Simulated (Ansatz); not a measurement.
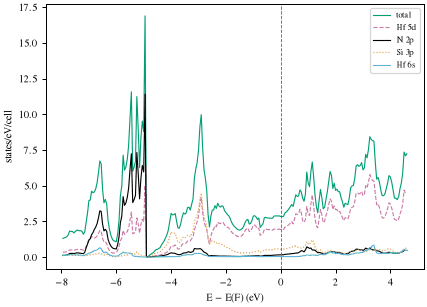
*Total and projected density of states of Hf2SiN in space group P6_3/mmc (No. 194; Si on 2d, Hf on 4f, N on 2a), PBE (plane waves, PAW; program Ansatz)*

Which orbitals carry the states next to the Fermi level?

Within 0.5 eV of the Fermi level: Hf 5d 68 %, Si 3p 19 %, N 2p 6 %. Projections are on Löwdin-orthogonalised atomic valence shells; empty p or d shells of many metals are not among them.

Where is the tallest occupied peak in this window, and what makes it?

Near -4.9 eV, about 17 states/eV per cell; the largest projected share is N 2p.

The start of the workflow was typed in or built on a structure type; neither database checked (COD, Materials Project) lists it. Whether it is the stable phase at ambient conditions was not checked. Symmetry was held in the PBE relaxation; its stability against distortions is not shown here. The run is not spin-polarised. Scalar-relativistic: spin–orbit coupling is off unless named, which matters more the heavier the elements.

Potentials: the earlier of the program's two PAW sets.
